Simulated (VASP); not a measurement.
# LaSi3Rh: structure and properties in VASP, part 2 of 5

Aim: relax LaSi3Rh with LDA, compute its properties on that cell and hold them against experiment. The start is a computed cell from the Materials Project.

VASP 6.6.1; LDA; plane waves and PAW (La, Si, Rh_pv).

Still holding for the runs below: The k-mesh is coarse for a metal.

So far. Step 2 (Full relaxation (LDA)): It ends with a largest force of 0.007 eV/Å and a pressure of -0.07 GPa. The relaxed cell has a = 4.214, c = 9.737 Å (conventional setting).

**3. Second relaxation**

The basis stayed that of the start cell while the cell moved. A rerun from the cell reached resets it; the error of the finite cutoff stays.

The input, INCAR:

```
SYSTEM = LaSi3Rh
PREC = Accurate
ENCUT = 400
EDIFF = 1E-06
NELM = 100
ISMEAR = 0
SIGMA = 0.05
LREAL = .FALSE.
ALGO = Normal
GGA = CA
NBANDS = 25
LASPH = .TRUE.
LORBIT = 11
LWAVE = .FALSE.
LCHARG = .FALSE.
KPAR = 4
IBRION = 2
NSW = 60
ISIF = 3
EDIFFG = -0.01
```

The input, POSCAR:

```
LaSi3Rh
1.0
    0.0000000000     -4.2135519432      0.0000000000
   -4.2135519432      0.0000000000      0.0000000000
    2.1067759716     -2.1067759716     -4.8682582066
La Si Rh
1 3 1
Direct
    0.9997480739      0.0002519261      0.0005038521
    0.4128950033      0.5871049967      0.1742099934
    0.2618099616      0.2381900384      0.4763800769
    0.7618099616      0.7381900384      0.4763800769
    0.6537359896      0.3462640104      0.6925280207
```

The input, KPOINTS:

```
Automatic mesh
0
Gamma
6 6 6
0 0 0
```

PAW data sets: La, Si and Rh_pv (LDA family, release 64).

Launch:

```console
mpirun -np 4 vasp_std
```

The program printed:

```text
[... set-up lines as in an earlier step ...]
 entering main loop
       N       E                     dE             d eps       ncg     rms          rms(c)
DAV:   1     0.243356153053E+03    0.24336E+03   -0.15376E+04  1908   0.164E+03
DAV:   2     0.471717077103E+01   -0.23864E+03   -0.22909E+03  1624   0.318E+02
DAV:   3    -0.347235679535E+02   -0.39441E+02   -0.37697E+02  2361   0.114E+02
DAV:   4    -0.374946187818E+02   -0.27711E+01   -0.27541E+01  2529   0.372E+01
DAV:   5    -0.376069756871E+02   -0.11236E+00   -0.11217E+00  2220   0.592E+00    0.137E+01
DAV:   6    -0.373539851803E+02    0.25299E+00   -0.15095E+01  2216   0.254E+01    0.596E+00
DAV:   7    -0.367189837714E+02    0.63500E+00   -0.50565E+00  2176   0.177E+01    0.448E+00
DAV:   8    -0.367232952637E+02   -0.43115E-02   -0.89311E-01  2320   0.474E+00    0.134E+00
DAV:   9    -0.366834423724E+02    0.39853E-01   -0.30327E-01  2304   0.359E+00    0.345E-01
DAV:  10    -0.366836171916E+02   -0.17482E-03   -0.14888E-02  2320   0.800E-01    0.193E-01
DAV:  11    -0.366833871478E+02    0.23004E-03   -0.14708E-03  2456   0.251E-01    0.817E-02
DAV:  12    -0.366833684124E+02    0.18735E-04   -0.30134E-04  2264   0.102E-01    0.213E-02
DAV:  13    -0.366833690797E+02   -0.66731E-06   -0.36749E-05  2160   0.471E-02    0.719E-03
DAV:  14    -0.366833692740E+02   -0.19431E-06   -0.21550E-06  1776   0.124E-02
   1 F= -.36683369E+02 E0= -.36682465E+02  d E =-.366834E+02
 curvature:   0.00 expect dE= 0.000E+00 dE for cont linesearch  0.000E+00
 trial: gam= 0.00000 g(F)=  0.342E-05 g(S)=  0.192E-03 ort = 0.000E+00 (trialstep = 0.100E+01)
 search vector abs. value=  0.195E-03
 bond charge predicted
       N       E                     dE             d eps       ncg     rms          rms(c)
DAV:   1    -0.366864693603E+02   -0.31003E-02   -0.55054E-02  2020   0.218E+00    0.439E-01
DAV:   2    -0.366849699937E+02    0.14994E-02   -0.44994E-02  1998   0.169E+00    0.281E-01
DAV:   3    -0.366833472742E+02    0.16227E-02   -0.98282E-03  2232   0.832E-01    0.541E-02
DAV:   4    -0.366833527298E+02   -0.54556E-05   -0.10568E-03  2288   0.194E-01    0.359E-02
DAV:   5    -0.366833275719E+02    0.25158E-04   -0.24378E-04  2535   0.111E-01    0.166E-02
DAV:   6    -0.366833276917E+02   -0.11984E-06   -0.22621E-05  2200   0.338E-02    0.305E-03
DAV:   7    -0.366833277487E+02   -0.57008E-07   -0.14459E-06  1412   0.124E-02
   2 F= -.36683328E+02 E0= -.36682416E+02  d E =0.415253E-04
 trial-energy change:    0.000042  1 .order    0.000019   -0.000195    0.000232
 step:   0.3806(harm=  0.4566)  dis= 0.00007  next Energy=   -36.683405 (dE=-0.359E-04)
 bond charge predicted
       N       E                     dE             d eps       ncg     rms          rms(c)
DAV:   1    -0.366846107933E+02   -0.12831E-02   -0.21324E-02  2004   0.136E+00    0.269E-01
DAV:   2    -0.366840189273E+02    0.59187E-03   -0.16999E-02  1994   0.104E+00    0.172E-01
DAV:   3    -0.366834108536E+02    0.60807E-03   -0.37662E-03  2247   0.512E-01    0.331E-02
DAV:   4    -0.366834111820E+02   -0.32848E-06   -0.37041E-04  2296   0.117E-01    0.208E-02
DAV:   5    -0.366834026009E+02    0.85811E-05   -0.78782E-05  2534   0.632E-02    0.944E-03
DAV:   6    -0.366834025971E+02    0.38808E-08   -0.71849E-06  1920   0.192E-02
   3 F= -.36683403E+02 E0= -.36682496E+02  d E =-.333230E-04
 curvature:  -0.22 expect dE=-0.197E-05 dE for cont linesearch -0.165E-06
 trial: gam= 0.10649 g(F)=  0.545E-05 g(S)=  0.335E-05 ort =-0.120E-04 (trialstep = 0.876E+00)
 search vector abs. value=  0.846E-05
 reached required accuracy - stopping structural energy minimisation
```

Elapsed: 14 s, on 4 MPI ranks of Intel Xeon 6975P-C (Granite Rapids), shared host; peak memory 0.79 GiB.

Parts of OUTCAR (step 3):

```text
  LATTYP: Found a body centered tetragonal cell.
 ALAT       =     4.2135519432
 C/A-ratio  =     2.3107621656

The static configuration has the point symmetry C_4v.

 Found     30 irreducible k-points:

   ENCUT  =  400.0 eV  29.40 Ry    5.42 a.u.   6.87  6.87  9.31*2*pi/ulx,y,z

   NELECT =      38.0000    total number of electrons

 E-fermi :  10.2247

 k-point     1 :       0.0000    0.0000    0.0000
  band No.  band energies     occupation
    ...
     14       6.8184      2.00000
     15       7.0534      2.00000
     16       7.5000      2.00000
     17       8.3897      2.00000
     18       8.3897      2.00000
     19      10.4429      0.00000
     20      10.4429      0.00000
     21      11.4776      0.00000
     22      11.6708      0.00000
     23      12.3413      0.00000
    ...

 k-point     2 :       0.1667    0.0000    0.0000
  band No.  band energies     occupation
    ...
     16       7.5814      2.00000
     17       8.4762      2.00000
     18       8.6996      2.00000
     19       9.5383      2.00000
     20       9.8617      2.00000
     21      11.5021      0.00000
     22      11.9959      0.00000
     23      12.4082      0.00000
     24      12.4457      0.00000
     25      12.5254      0.00000

  Total        0.0020252      0.0020252      0.0184089      0.0000000      0.0000000     -0.0000000
  in kB        0.0375754      0.0375754      0.3415504      0.0000000      0.0000000     -0.0000000
  external PRESSURE =       0.1389004 kB  Pullay stress =       0.0000000 kB

  energy-cutoff  :      400.00
  volume of cell :       86.35
      direct lattice vectors                 reciprocal lattice vectors
     0.000000000 -4.212193475  0.000000000     0.000000000 -0.237405999  0.102731338
    -4.212193475  0.000000000  0.000000000    -0.237405999  0.000000000 -0.102731338
     2.106096737 -2.106096737 -4.867064053     0.000000000  0.000000000 -0.205462675

 POSITION                                       TOTAL-FORCE (eV/Angst)
 -----------------------------------------------------------------------------------
     -0.00000     -4.21219     -0.00238         0.000000     -0.000000      0.005245
     -2.10610     -2.10610     -0.84802        -0.000000      0.000000     -0.007627
      0.00000     -2.10610     -2.31856         0.000000      0.000000      0.002849
     -2.10610     -4.21219     -2.31856        -0.000000     -0.000000      0.002849
     -0.00000     -4.21219     -3.37053        -0.000000      0.000000     -0.003315
 -----------------------------------------------------------------------------------
    total drift:                               -0.000029      0.000029      0.000606

  FREE ENERGIE OF THE ION-ELECTRON SYSTEM (eV)
  ---------------------------------------------------
  free  energy   TOTEN  =       -36.6834025971 eV

  energy  without entropy=      -36.6815890689  energy(sigma->0) =      -36.68249583

 total charge
# of ion       s       p       d       f       tot
--------------------------------------------------
    1        2.030   5.637   0.807   0.191   8.665
    2        0.786   0.886   0.000   0.000   1.672
    3        0.785   0.851   0.000   0.000   1.635
    4        0.785   0.851   0.000   0.000   1.635
    5        0.443   6.398   7.330   0.000  14.171
--------------------------------------------------
tot          4.829  14.621   8.137   0.191  27.778

[... 4 parts as in an earlier step ...]

[... 7 further parts left out ...]
```

CONTCAR:

```
LaSi3Rh
   1.00000000000000
     0.0000000000000000   -4.2121934747424454    0.0000000000000000
    -4.2121934747424454    0.0000000000000000    0.0000000000000000
     2.1060967373712227   -2.1060967373712227   -4.8670640530943645
  La              Si              Rh
     1     3     1
Direct
     0.9997552197783516    0.0002447802216484    0.0004895603433022
     0.4128816538032169    0.5871183461967830    0.1742366923935661
     0.2618107949745392    0.2381892050254607    0.4763784101509232
     0.7618107949745392    0.7381892050254608    0.4763784101509232
     0.6537405264693581    0.3462594735306419    0.6925189469612891
```

Little changed from the start: no atom moved by 0.005 Å and no cell edge by 0.1 %.

This step gave:

```yaml
free_energy_toten: -36.68 eV
energy_at_zero_smearing: -36.68 eV
fermi_energy: 10.22 eV
pressure: 0.01389 GPa
scf_cycles_over_all_ionic_steps: 27
```

It ends with a largest force of 0.008 eV/Å and a pressure of 0.01 GPa. The volume moved by only 0.09 %, so the volume is settled.

**4. Single point with fields (LDA)**

The relaxed cell gets a fresh self-consistent run, on a basis set for its own volume, to fix the density and to check the remaining stress.

INCAR, as its differences from that of step 3:

```diff
@@ -14,7 +14,5 @@
 LWAVE = .FALSE.
-LCHARG = .FALSE.
-KPAR = 4
-IBRION = 2
-NSW = 60
-ISIF = 3
-EDIFFG = -0.01
+LCHARG = .TRUE.
+ISIF = 2
+LELF = .TRUE.
+LVHAR = .TRUE.
```

The input, POSCAR:

```
LaSi3Rh
1.0
    0.0000000000     -4.2121934747      0.0000000000
   -4.2121934747      0.0000000000      0.0000000000
    2.1060967374     -2.1060967374     -4.8670640531
La Si Rh
1 3 1
Direct
    0.9997552198      0.0002447802      0.0004895603
    0.4128816538      0.5871183462      0.1742366924
    0.2618107950      0.2381892050      0.4763784102
    0.7618107950      0.7381892050      0.4763784102
    0.6537405265      0.3462594735      0.6925189470
```

KPOINTS is that of step 3.

Launch:

```console
mpirun -np 4 vasp_std
```

The program printed:

```text
[banner, memory and clock lines left out]
running    4 mpi-ranks, on    1 nodes
 distrk:  each k-point on    4 cores,    1 groups
 distr:  one band on    1 cores,    4 groups

 POSCAR found type information on POSCAR LaSiRh
 POSCAR found :  3 types and       5 ions
 LDA part: xc-table for (Slater(with rela. corr.)+CA(PZ))
 , standard interpolation
|                                                                             |
|           W    W    AA    RRRRR   N    N  II  N    N   GGGG   !!!           |
|           W    W   A  A   R    R  NN   N  II  NN   N  G    G  !!!           |
|           W    W  A    A  R    R  N N  N  II  N N  N  G       !!!           |
|           W WW W  AAAAAA  RRRRR   N  N N  II  N  N N  G  GGG   !            |
|           WW  WW  A    A  R   R   N   NN  II  N   NN  G    G                |
|           W    W  A    A  R    R  N    N  II  N    N   GGGG   !!!           |
|                                                                             |
|     The number of bands has been changed from the values supplied in        |
|     The orbitals not found in the WAVECAR file will be initialized with     |
|     random numbers, which is usually adequate. For correlated               |
|     calculations, however, you should redo the groundstate calculation.     |
|     I found NBANDS = 25. Now, NBANDS = 28.                                  |
|                                                                             |

 POSCAR, INCAR and KPOINTS ok, starting setup
 FFT: planning ... GRIDC
 FFT: planning ... GRID_SOFT
 FFT: planning ... GRID
 WAVECAR not read
 entering main loop
       N       E                     dE             d eps       ncg     rms          rms(c)
DAV:   1     0.244141652165E+03    0.24414E+03   -0.15218E+04  2116   0.148E+03
DAV:   2    -0.202354708166E+01   -0.24617E+03   -0.22823E+03  1816   0.301E+02
DAV:   3    -0.352560895774E+02   -0.33233E+02   -0.30466E+02  2340   0.107E+02
DAV:   4    -0.375551170141E+02   -0.22990E+01   -0.22767E+01  3056   0.280E+01
DAV:   5    -0.376112993191E+02   -0.56182E-01   -0.56125E-01  2456   0.388E+00    0.137E+01
DAV:   6    -0.373574746148E+02    0.25382E+00   -0.13244E+01  2512   0.226E+01    0.596E+00
DAV:   7    -0.367199005977E+02    0.63757E+00   -0.45432E+00  2452   0.154E+01    0.451E+00
DAV:   8    -0.367203173403E+02   -0.41674E-03   -0.85021E-01  2632   0.418E+00    0.130E+00
DAV:   9    -0.366836466839E+02    0.36671E-01   -0.26191E-01  2596   0.310E+00    0.371E-01
DAV:  10    -0.366836163824E+02    0.30302E-04   -0.13193E-02  2224   0.690E-01    0.201E-01
DAV:  11    -0.366833318069E+02    0.28458E-03   -0.15903E-03  2824   0.248E-01    0.752E-02
DAV:  12    -0.366833204397E+02    0.11367E-04   -0.25119E-04  2480   0.811E-02    0.196E-02
DAV:  13    -0.366833204919E+02   -0.52145E-07   -0.28310E-05  2656   0.395E-02    0.953E-03
DAV:  14    -0.366833207345E+02   -0.24260E-06   -0.13671E-06  1456   0.784E-03
   1 F= -.36683321E+02 E0= -.36682414E+02  d E =-.181297E-02
```

It took 8.4 s on 4 MPI ranks; peak memory 0.55 GiB.

OUTCAR, selected parts (step 4):

```text
  LATTYP: Found a body centered tetragonal cell.
 ALAT       =     4.2121934747
 C/A-ratio  =     2.3109404078

The static configuration has the point symmetry C_4v.

 Found     30 irreducible k-points:

   k-points           NKPTS =     30   k-points in BZ     NKDIM =     30   number of bands    NBANDS=     28

   NELECT =      38.0000    total number of electrons

 E-fermi :  10.2249

 k-point     1 :       0.0000    0.0000    0.0000
  band No.  band energies     occupation
    ...
     14       6.8184      2.00000
     15       7.0541      2.00000
     16       7.5005      2.00000
     17       8.3901      2.00000
     18       8.3901      2.00000
     19      10.4429      0.00000
     20      10.4429      0.00000
     21      11.4775      0.00000
     22      11.6712      0.00000
     23      12.3412      0.00000
    ...

 k-point     2 :       0.1667    0.0000   -0.0000
  band No.  band energies     occupation
    ...
     16       7.5816      2.00000
     17       8.4766      2.00000
     18       8.6998      2.00000
     19       9.5384      2.00000
     20       9.8618      2.00000
     21      11.5020      0.00000
     22      11.9961      0.00000
     23      12.4080      0.00000
     24      12.4455      0.00000
     25      12.5252      0.00000
    ...

  Total       -0.0246793     -0.0246793     -0.0084129      0.0000000     -0.0000000      0.0000000
  in kB       -0.4578889     -0.4578889     -0.1560887      0.0000000     -0.0000000      0.0000000
  external PRESSURE =      -0.3572888 kB  Pullay stress =       0.0000000 kB

 POSITION                                       TOTAL-FORCE (eV/Angst)
 -----------------------------------------------------------------------------------
     -0.00000     -4.21219     -0.00238        -0.000000      0.000000      0.004591
     -2.10610     -2.10610     -0.84802         0.000000     -0.000000     -0.007650
      0.00000     -2.10610     -2.31856        -0.000000      0.000000      0.003271
     -2.10610     -4.21219     -2.31856        -0.000000      0.000000      0.003271
      0.00000     -4.21219     -3.37053         0.000000     -0.000000     -0.003484
 -----------------------------------------------------------------------------------
    total drift:                               -0.000029      0.000029     -0.000543

  FREE ENERGIE OF THE ION-ELECTRON SYSTEM (eV)
  ---------------------------------------------------
  free  energy   TOTEN  =       -36.6833207345 eV

  energy  without entropy=      -36.6815077684  energy(sigma->0) =      -36.68241425

 total charge
# of ion       s       p       d       f       tot
--------------------------------------------------
    1        2.030   5.637   0.807   0.191   8.665
    2        0.786   0.886   0.000   0.000   1.672
    3        0.785   0.851   0.000   0.000   1.635
    4        0.785   0.851   0.000   0.000   1.635
    5        0.443   6.398   7.330   0.000  14.170
--------------------------------------------------
tot          4.829  14.621   8.137   0.191  27.778

[... 4 parts as in an earlier step ...]

[... 7 further parts left out ...]
```

This step gave:

* SCF cycles: 14
* bands: 28
* pressure: -0.03573 GPa

Valence electrons inside each PAW sphere by angular momentum. Sphere charges, by row:

| atom | s (e) | p (e) | d (e) | f (e) | tot (e) |
| --- | --- | --- | --- | --- | --- |
| La1 | 2.03 | 5.637 | 0.807 | 0.191 | 8.665 |
| Si2 | 0.786 | 0.886 | 0 | 0 | 1.672 |
| Si3 | 0.785 | 0.851 | 0 | 0 | 1.635 |
| Si4 | 0.785 | 0.851 | 0 | 0 | 1.635 |
| Rh5 | 0.443 | 6.398 | 7.33 | 0 | 14.17 |

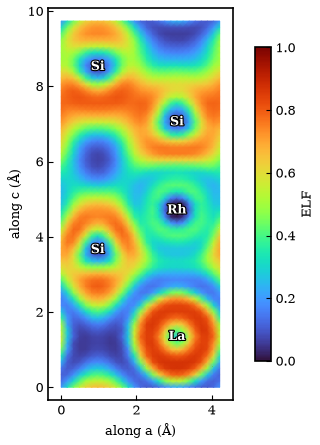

ELF in the ac plane of the conventional cell at fractional y = 0.000, with atoms of La and Si and Rh within 0.2 Å of it. It is the smooth field of the valence electrons, not physical close to the nuclei. The map starts off the cell's origin, so that atoms lie inside it.

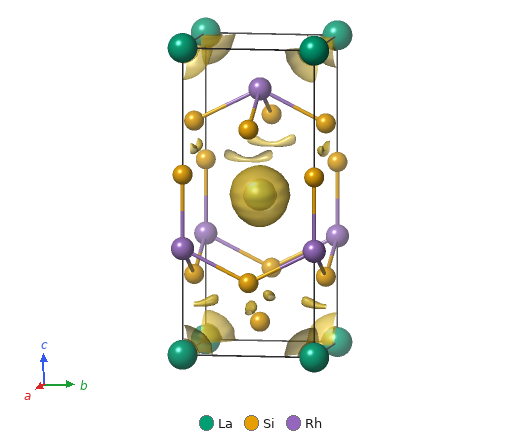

Surface of ELF = 0.79.

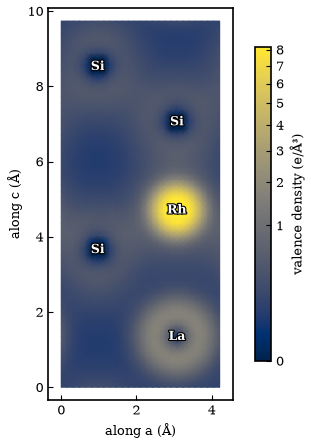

Valence density in the ac plane of the conventional cell at fractional y = 0.000, with atoms of La and Si and Rh within 0.2 Å of it. It is the smooth field of the valence electrons, not physical close to the nuclei. The map starts off the cell's origin, so that atoms lie inside it. The colour scale is stretched toward low values.

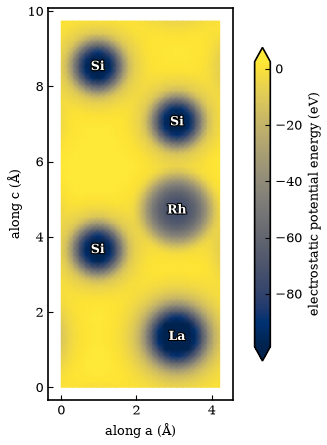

Electrostatic potential energy in the ac plane of the conventional cell at fractional y = 0.000, with atoms of La and Si and Rh within 0.2 Å of it. With pseudopotentials it is smooth inside the atoms' cores, unlike the true potential. The map starts off the cell's origin, so that atoms lie inside it.

In this run the pressure is -0.04 GPa, small enough to go on.

(Part 2 of 5 ends here.)

[Lines on the potential files, build, host, timing and source positions are cut from VASP's logs without a mark.]

[Logs are printed without paths, hosts, clocks, repeated set-up lines and the standing remarks that a program may print on its own settings, such as how far it seeks lower states.]

[Hosts, paths, dates, database ids (printed as entryN), source tags and the programs' standing remarks are cut or masked in the printed files.]

[A measured line is paired with the nearest computed mode of its activity, which favours agreement.]
